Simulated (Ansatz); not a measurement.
Input file:

```
crystal:
  periodic: [false, false, false]
  atoms:
    - { symbol: Al, position_ang: [-0.135406, -0.296325, -0.409304] }
    - { symbol: C, position_ang: [0.064823, -0.293549, 2.7527] }
    - { symbol: H, position_ang: [-0.837604, -0.536387, 3.335542] }
    - { symbol: H, position_ang: [0.916685, -0.792737, 3.242047] }
    - { symbol: C, position_ang: [0.282359, 1.211817, 2.647441] }
    - { symbol: H, position_ang: [0.388711, 1.669137, 3.64478] }
    - { symbol: H, position_ang: [1.192142, 1.458878, 2.080238] }
    - { symbol: H, position_ang: [-0.563242, 1.718196, 2.153052] }
    - { symbol: H, position_ang: [1.302245, 0.30688, -0.725838] }
    - { symbol: H, position_ang: [-1.444441, 0.568174, -0.681854] }
    - { symbol: H, position_ang: [-0.266538, -1.750204, 0.160831] }
    - { symbol: H, position_ang: [-0.056834, -0.817579, 1.776064] }
basis:
  gaussian: { orbitals: def2-SVP }
hamiltonian:
  xc: r2scan
  dispersion: d4
relax:
  f_tol: 0.03
  max_steps: 50
output:
  orbitals: {}
```

Command:

```sh
ansatz run input.yaml --threads 2 --pin off --max-ram 3072MiB --backend cpu --events-out ev --progress --plain --runs-dir out
```

The fields are those of the run's last geometry, not of the input's.

Computed with Ansatz 0.2.0, RKS r2SCAN-D4/def2-SVP.

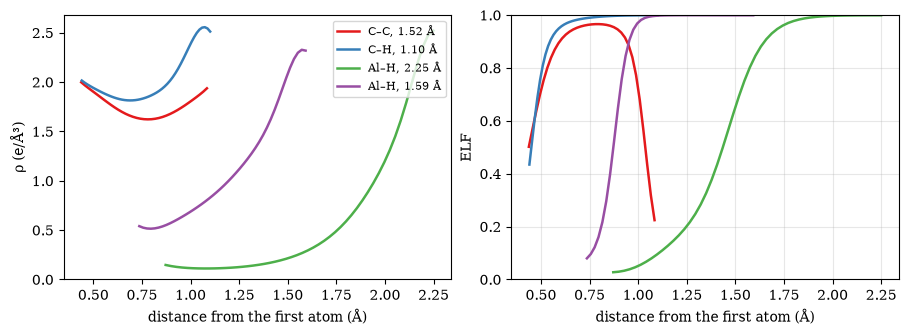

AlH3···C2H6. Electron density and electron localisation function along straight lines between neighbouring atoms. The curves leave out the atomic cores.

### Compare the contacts.

C–C (1.52 Å): ρ is about 1.6 e/Å³ halfway; the ELF peaks at about 0.95 between the atoms; localised, covalent bonding.
C–H (1.10 Å): ρ at the midpoint is about 1.9 e/Å³; the ELF climbs to about 1 towards the hydrogen, as it does in any bond to H (a covalent bond by its length).
Al1···H12 (2.25 Å): the density falls to about 0.11 e/Å³ on the way; the ELF climbs to about 1 towards the hydrogen.
Al–H (1.59 Å): the density is about 0.51 e/Å³ at the midpoint; the ELF climbs to about 1 towards the hydrogen.
